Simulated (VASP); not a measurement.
## Geometry relaxation, with input and output: Mg₁₂O (part 1 of 3)

System: Mg₁₂O (defect cell, 13 atoms in the cell).
Method: Kohn-Sham DFT of a periodic cell, PBE, VASP PAW PBE potentials, recommended, no spin polarisation (VASP 6.6.1).

It belongs to a series of runs on one base structure; here: start relaxed.

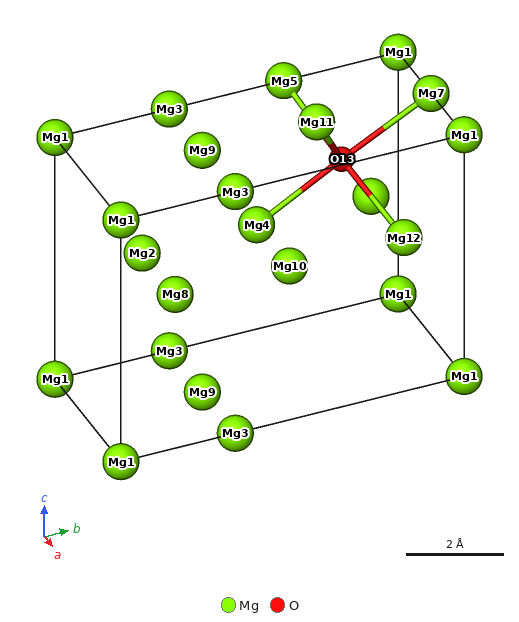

The input geometry (ball-and-stick view of the cell of the calculation, seen slightly off an axis; atoms are numbered from 1 in the order of the input).

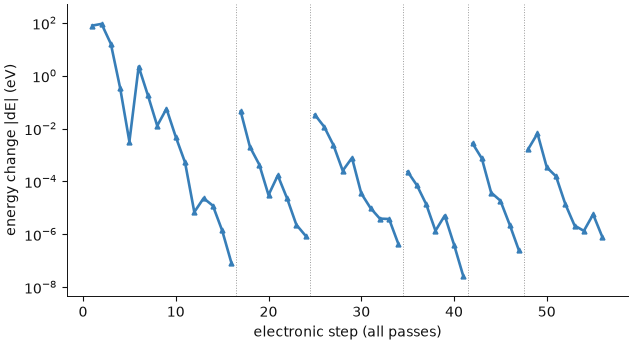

Convergence of the self-consistent field: energy change |dE| against the electronic step. Each stretch between dotted lines is the SCF of one geometry step of a relaxation. The 6 ionic steps take 6 to 16 electronic steps each. The density is held fixed in the first few steps, and dE rises again when its update begins.

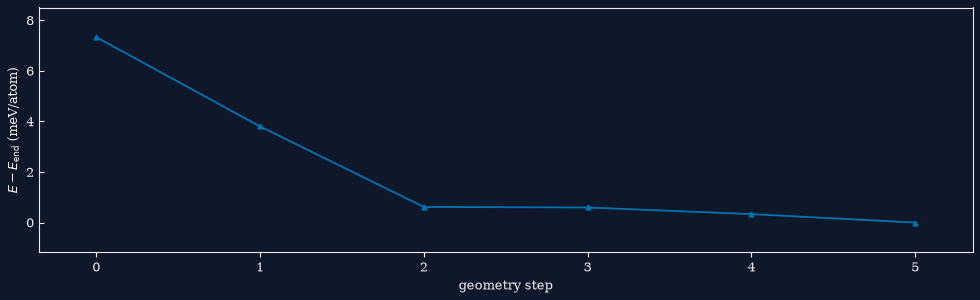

Progress of the relaxation, step by step (steps are counted from 0).

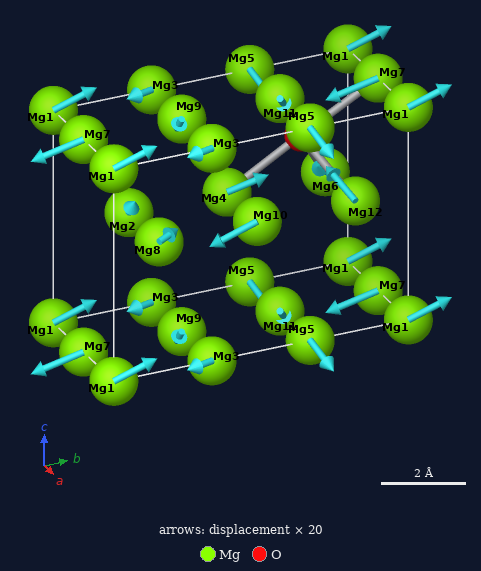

The starting structure with the displacements as teal arrows, magnified 20 times (ball-and-stick view of the cell of the calculation, seen slightly off an axis). Mg7 moves most: 0.069 Å. By element the largest moves are Mg 0.069 Å, O 0.037 Å. The cell stays as it was. Distances before and after: Mg12–O13 2.295 → 2.206 Å, Mg6–O13 2.267 → 2.213 Å, Mg11–O13 2.265 → 2.213 Å, Mg5–O13 2.237 → 2.203 Å. After 5 geometry steps the energy has fallen by 7.3 meV per atom. The largest force component goes from 0.34 to 0.038 eV/Å. (Atoms are counted from 1 in the order of the input.)

These pictures come from the run below.

INCAR:
```
PREC = Accurate
ENCUT = 520
EDIFF = 1E-6
ISMEAR = -1
SIGMA = 0.15
LREAL = F
LASPH = T
NELM = 100
ALGO = Normal
ISIF = 2
LWAVE = F
LCHARG = F
GGA = PE
IBRION = 2
NSW = 45
EDIFFG = -0.08
```

KPOINTS:
```
regular mesh
0
Gamma
  3 2 3
```

POSCAR:
```
Mg12O
1.0
    6.4200000000      0.0000000000      0.0000000000
   -4.8150000000      8.3398250000      0.0000000000
    0.0000000000      0.0000000000      5.2130400000
Mg O
12 1
Direct
    0.0000000000      0.0000000000      0.0000000000
    0.1666667000      0.2222222000      0.5000000000
    0.0000000000      0.3333333000      0.0000000000
    0.1666667000      0.5555556000      0.5000000000
    0.0000000000      0.6666667000      0.0000000000
    0.1666667000      0.8888889000      0.5000000000
    0.5000000000      0.0000000000      0.0000000000
    0.6666667000      0.2222222000      0.5000000000
    0.5000000000      0.3333333000      0.0000000000
    0.6666667000      0.5555556000      0.5000000000
    0.5000000000      0.6666667000      0.0000000000
    0.6666667000      0.8888889000      0.5000000000
    0.3263353000      0.7725479000      0.7491593000
```

Launch command:
```bash
cat potpaw_PBE.64/Mg/POTCAR potpaw_PBE.64/O/POTCAR > POTCAR
mpirun -np 1 vasp_std > vasp.out
```

OSZICAR:
```
N       E                     dE             d eps       ncg     rms          rms(c)
DAV:   1     0.788671671347E+02    0.78867E+02   -0.98802E+03   440   0.102E+03
DAV:   2    -0.127981192005E+02   -0.91665E+02   -0.86313E+02   570   0.139E+02
DAV:   3    -0.289602839118E+02   -0.16162E+02   -0.15876E+02   570   0.562E+01
DAV:   4    -0.293067961252E+02   -0.34651E+00   -0.34620E+00   530   0.876E+00
DAV:   5    -0.293100021853E+02   -0.32061E-02   -0.32055E-02   568   0.935E-01    0.882E+00
DAV:   6    -0.270977303658E+02    0.22123E+01   -0.17742E+01   554   0.213E+01    0.473E+00
DAV:   7    -0.269185934299E+02    0.17914E+00   -0.14900E+00   458   0.899E+00    0.220E+00
DAV:   8    -0.269313307701E+02   -0.12737E-01   -0.10077E+00   476   0.606E+00    0.162E+00
DAV:   9    -0.268751883253E+02    0.56142E-01   -0.28185E-01   700   0.386E+00    0.139E-01
DAV:  10    -0.268800116878E+02   -0.48234E-02   -0.52919E-02   458   0.135E+00    0.194E-01
DAV:  11    -0.268794893039E+02    0.52238E-03   -0.65541E-03   560   0.495E-01    0.526E-02
DAV:  12    -0.268794824385E+02    0.68653E-05   -0.90884E-04   502   0.201E-01    0.598E-03
DAV:  13    -0.268795054227E+02   -0.22984E-04   -0.20373E-04   506   0.786E-02    0.247E-02
DAV:  14    -0.268794934049E+02    0.12018E-04   -0.58347E-05   666   0.521E-02    0.239E-03
DAV:  15    -0.268794947901E+02   -0.13852E-05   -0.10057E-05   464   0.181E-02    0.107E-03
DAV:  16    -0.268794948718E+02   -0.81688E-07   -0.30913E-07   256   0.409E-03
   1 F= -.26879495E+02 E0= -.26661350E+02  d E =-.268795E+02
       N       E                     dE             d eps       ncg     rms          rms(c)
DAV:   1    -0.269240233704E+02   -0.44529E-01   -0.18465E-01   440   0.266E+00    0.100E-01
DAV:   2    -0.269260205735E+02   -0.19972E-02   -0.23890E-02   542   0.771E-01    0.182E-01
DAV:   3    -0.269255859426E+02    0.43463E-03   -0.57808E-04   530   0.180E-01    0.120E-01
DAV:   4    -0.269256163258E+02   -0.30383E-04   -0.52023E-03   500   0.415E-01    0.100E-01
DAV:   5    -0.269254488753E+02    0.16745E-03   -0.47368E-04   478   0.177E-01    0.530E-02
DAV:   6    -0.269254261145E+02    0.22761E-04   -0.54482E-04   506   0.127E-01    0.692E-03
DAV:   7    -0.269254283903E+02   -0.22758E-05   -0.31028E-05   500   0.348E-02    0.757E-03
DAV:   8    -0.269254275237E+02    0.86656E-06   -0.78378E-06   452   0.168E-02
   2 F= -.26925428E+02 E0= -.26708400E+02  d E =-.459327E-01
       N       E                     dE             d eps       ncg     rms          rms(c)
DAV:   1    -0.269584998629E+02   -0.33071E-01   -0.10197E+00   440   0.627E+00    0.232E-01
DAV:   2    -0.269702251505E+02   -0.11725E-01   -0.13705E-01   548   0.183E+00    0.434E-01
DAV:   3    -0.269678756212E+02    0.23495E-02   -0.31501E-03   530   0.400E-01    0.291E-01
DAV:   4    -0.269676221810E+02    0.25344E-03   -0.26884E-02   506   0.956E-01    0.208E-01
DAV:   5    -0.269668480924E+02    0.77409E-03   -0.25721E-03   488   0.420E-01    0.102E-01
DAV:   6    -0.269668131958E+02    0.34897E-04   -0.28745E-03   506   0.291E-01    0.300E-02
DAV:   7    -0.269668034779E+02    0.97179E-05   -0.16299E-04   512   0.930E-02    0.140E-02
DAV:   8    -0.269668073692E+02   -0.38913E-05   -0.10383E-04   506   0.567E-02    0.133E-02
DAV:   9    -0.269668036175E+02    0.37516E-05   -0.15252E-05   570   0.296E-02    0.256E-03
DAV:  10    -0.269668040442E+02   -0.42661E-06   -0.56069E-06   462   0.117E-02
   3 F= -.26966804E+02 E0= -.26752254E+02  d E =-.873092E-01
       N       E                     dE             d eps       ncg     rms          rms(c)
DAV:   1    -0.269670358686E+02   -0.23225E-03   -0.64481E-03   440   0.495E-01    0.178E-02
DAV:   2    -0.269671067347E+02   -0.70866E-04   -0.82374E-04   542   0.141E-01    0.338E-02
DAV:   3    -0.269670930963E+02    0.13638E-04   -0.17379E-05   524   0.299E-02    0.232E-02
DAV:   4    -0.269670917476E+02    0.13487E-05   -0.17350E-04   506   0.764E-02    0.170E-02
DAV:   5    -0.269670866907E+02    0.50569E-05   -0.16717E-05   470   0.335E-02    0.848E-03
DAV:   6    -0.269670862878E+02    0.40293E-06   -0.18252E-05   500   0.231E-02    0.216E-03
DAV:   7    -0.269670862620E+02    0.25765E-07   -0.90525E-07   238   0.695E-03
   4 F= -.26967086E+02 E0= -.26752346E+02  d E =-.875914E-01
       N       E                     dE             d eps       ncg     rms          rms(c)
DAV:   1    -0.269698155675E+02   -0.27293E-02   -0.28111E-01   440   0.344E+00    0.716E-02
DAV:   2    -0.269705491233E+02   -0.73356E-03   -0.81692E-03   470   0.489E-01    0.375E-02
DAV:   3    -0.269705115006E+02    0.37623E-04   -0.66444E-05   560   0.552E-02    0.241E-02
DAV:   4    -0.269704929385E+02    0.18562E-04   -0.79404E-05   520   0.556E-02    0.572E-03
DAV:   5    -0.269704952316E+02   -0.22931E-05   -0.26278E-05   458   0.249E-02    0.521E-03
DAV:   6    -0.269704954731E+02   -0.24149E-06   -0.33283E-06   374   0.109E-02
   5 F= -.26970495E+02 E0= -.26756266E+02  d E =-.340921E-02
       N       E                     dE             d eps       ncg     rms          rms(c)
DAV:   1    -0.269688301340E+02    0.16651E-02   -0.24693E+00   440   0.102E+01    0.216E-01
DAV:   2    -0.269753237166E+02   -0.64936E-02   -0.72327E-02   470   0.146E+00    0.114E-01
DAV:   3    -0.269749840966E+02    0.33962E-03   -0.57745E-04   552   0.169E-01    0.736E-02
DAV:   4    -0.269748297684E+02    0.15433E-03   -0.10016E-03   506   0.192E-01    0.273E-02
DAV:   5    -0.269748435461E+02   -0.13778E-04   -0.21936E-04   458   0.783E-02    0.264E-02
DAV:   6    -0.269748414285E+02    0.21176E-05   -0.14831E-04   548   0.730E-02    0.159E-02
DAV:   7    -0.269748427630E+02   -0.13345E-05   -0.20597E-05   470   0.263E-02    0.172E-02
DAV:   8    -0.269748371496E+02    0.56135E-05   -0.39405E-05   596   0.394E-02    0.526E-03
DAV:   9    -0.269748379154E+02   -0.76587E-06   -0.78423E-06   444   0.143E-02
   6 F= -.26974838E+02 E0= -.26762132E+02  d E =-.775165E-02
```

Parts of OUTCAR:
```
PREC = Accurate
   ENCUT = 520
   EDIFF = 1E-6
   ISMEAR = -1
   LREAL = F
   LASPH = T
   NELM = 100
   ISIF = 2
   GGA = PE
   IBRION = 2
   NSW = 45
   EDIFFG = -0.08

 ion  position               nearest neighbor table
   1  0.000  0.000  0.000-  12 3.20  12 3.20   2 3.20   2 3.20   6 3.20   6 3.20   5 3.21   3 3.21
                             9 3.21  11 3.21   7 3.21   7 3.21
   2  0.167  0.222  0.500-   9 3.20   9 3.20   1 3.20   1 3.20   3 3.20   3 3.20   6 3.21  12 3.21
                             8 3.21   8 3.21  10 3.21   4 3.21
   3  0.000  0.333  0.000-   8 3.20   8 3.20   2 3.20   2 3.20   4 3.20   4 3.20   1 3.21   7 3.21
                             9 3.21   9 3.21  11 3.21   5 3.21
   4  0.167  0.556  0.500-  13 2.23  11 3.20  11 3.20   5 3.20   5 3.20   3 3.20   3 3.20   6 3.21
                            12 3.21  10 3.21  10 3.21   8 3.21   2 3.21
   5  0.000  0.667  0.000-  13 2.24  10 3.20  10 3.20   6 3.20   6 3.20   4 3.20   4 3.20   1 3.21
                             7 3.21  11 3.21  11 3.21   9 3.21   3 3.21
   6  0.167  0.889  0.500-  13 2.27   7 3.20   7 3.20   5 3.20   5 3.20   1 3.20   1 3.20   2 3.21
                             4 3.21   8 3.21  10 3.21  12 3.21  12 3.21
   7  0.500  0.000  0.000-  13 2.30   6 3.20   6 3.20   8 3.20   8 3.20  12 3.20  12 3.20  11 3.21
                             9 3.21   3 3.21   5 3.21   1 3.21   1 3.21
   8  0.667  0.222  0.500-   3 3.20   3 3.20   7 3.20   7 3.20   9 3.20   9 3.20  12 3.21   6 3.21
                             2 3.21   2 3.21   4 3.21  10 3.21
   9  0.500  0.333  0.000-   2 3.20   2 3.20   8 3.20   8 3.20  10 3.20  10 3.20   7 3.21   1 3.21
                             3 3.21   3 3.21   5 3.21  11 3.21
  10  0.667  0.556  0.500-   5 3.20   5 3.20  11 3.20  11 3.20   9 3.20   9 3.20  12 3.21   6 3.21
                             4 3.21   4 3.21   2 3.21   8 3.21
  11  0.500  0.667  0.000-  13 2.26   4 3.20   4 3.20  12 3.20  12 3.20  10 3.20  10 3.20   7 3.21
                             1 3.21   5 3.21   5 3.21   3 3.21   9 3.21
  12  0.667  0.889  0.500-  13 2.30   1 3.20   1 3.20  11 3.20  11 3.20   7 3.20   7 3.20  10 3.21
                             8 3.21   2 3.21   4 3.21   6 3.21   6 3.21
  13  0.326  0.773  0.749-   4 2.23   5 2.24  11 2.26   6 2.27  12 2.30   7 2.30

  LATTYP: Found a simple monoclinic cell.
 ALAT       =     6.4200000000
 B/A-ratio  =     0.8120000000
 C/A-ratio  =     1.3228757108
 COS(beta)  =    -0.1889822286

  Lattice vectors:

 A1 = (   6.4200000000,   0.0000000000,   0.0000000000)
 A2 = (   0.0000000000,   0.0000000000,   5.2130400000)
 A3 = (  -1.6050000000,  -8.3398250000,   0.0000000000)

Analysis of symmetry for initial positions (statically):
=====================================================================
 Subroutine PRICEL returns:
 Original cell was already a primitive cell.

 Routine SETGRP: Setting up the symmetry group for a
 simple monoclinic supercell.

 Subroutine GETGRP returns: Found  1 space group operations
 (whereof  1 operations were pure point group operations)
 out of a pool of  4 trial point group operations.

The static configuration has the point symmetry C_1 .

Analysis of symmetry for dynamics (positions and initial velocities):
=====================================================================
 Subroutine PRICEL returns:
 Original cell was already a primitive cell.

 Routine SETGRP: Setting up the symmetry group for a
 simple monoclinic supercell.

 Subroutine GETGRP returns: Found  1 space group operations
 (whereof  1 operations were pure point group operations)
 out of a pool of  4 trial point group operations.

The dynamic configuration has the point symmetry C_1 .

 Subroutine INISYM returns: Found  1 space group operations
 (whereof  1 operations are pure point group operations),
 and found     1 'primitive' translations

----------------------------------------------------------------------------------------

                                     Primitive cell

  volume of cell :     279.1149

  direct lattice vectors                    reciprocal lattice vectors
     6.420000000  0.000000000  0.000000000     0.155763240  0.089929945  0.000000000
    -4.815000000  8.339825000  0.000000000     0.000000000  0.119906593  0.000000000
     0.000000000  0.000000000  5.213040000     0.000000000  0.000000000  0.191826650

  length of vectors
     6.420000000  9.630000313  5.213040000     0.179859895  0.119906593  0.191826650

  position of ions in fractional coordinates (direct lattice)
     0.000000000  0.000000000  0.000000000
     0.166666700  0.222222200  0.500000000
     0.000000000  0.333333300  0.000000000
     0.166666700  0.555555600  0.500000000
     0.000000000  0.666666700  0.000000000
     0.166666700  0.888888900  0.500000000
     0.500000000  0.000000000  0.000000000
     0.666666700  0.222222200  0.500000000
     0.500000000  0.333333300  0.000000000
     0.666666700  0.555555600  0.500000000
     0.500000000  0.666666700  0.000000000
     0.666666700  0.888888900  0.500000000
     0.326335300  0.772547900  0.749159300

  ion indices of the primitive-cell ions
   primitive index   ion index
                 1           1
                 2           2
                 3           3
                 4           4
                 5           5
                 6           6
                 7           7
                 8           8
                 9           9
                10          10
                11          11
                12          12
                13          13

----------------------------------------------------------------------------------------

 KPOINTS: regular mesh

Automatic generation of k-mesh.
 Grid dimensions read from file:
 generate k-points for:    3    2    3

 Generating k-lattice:

  Cartesian coordinates                     Fractional coordinates (reciprocal lattice)
     0.051921080  0.029976648  0.000000000     0.333333333  0.000000000  0.000000000
     0.000000000  0.059953296  0.000000000     0.000000000  0.500000000  0.000000000
     0.000000000  0.000000000  0.063942217     0.000000000  0.000000000  0.333333333

  Length of vectors
     0.059953298  0.059953296  0.063942217

  Shift w.r.t. Gamma in fractional coordinates (k-lattice)
     0.000000000  0.000000000  0.000000000

 -----------------------------------------------------------------------------
|                                                                             |
|           W    W    AA    RRRRR   N    N  II  N    N   GGGG   !!!           |
|           W    W   A  A   R    R  NN   N  II  NN   N  G    G  !!!           |
|           W    W  A    A  R    R  N N  N  II  N N  N  G       !!!           |
|           W WW W  AAAAAA  RRRRR   N  N N  II  N  N N  G  GGG   !            |
|           WW  WW  A    A  R   R   N   NN  II  N   NN  G    G                |
|           W    W  A    A  R    R  N    N  II  N    N   GGGG   !!!           |
|                                                                             |
|     Your reciprocal lattice and k-lattice belong to different lattice       |
|     classes:                                                                |
|                                                                             |
|        The reciprocal lattice is simple monoclinic,                         |
|        whereas your k-lattice is hexagonal.                                 |
|                                                                             |
|     Results are often still useful ...                                      |
|                                                                             |
 -----------------------------------------------------------------------------

 Subroutine IBZKPT returns following result:
 ===========================================

 Found     10 irreducible k-points:
```
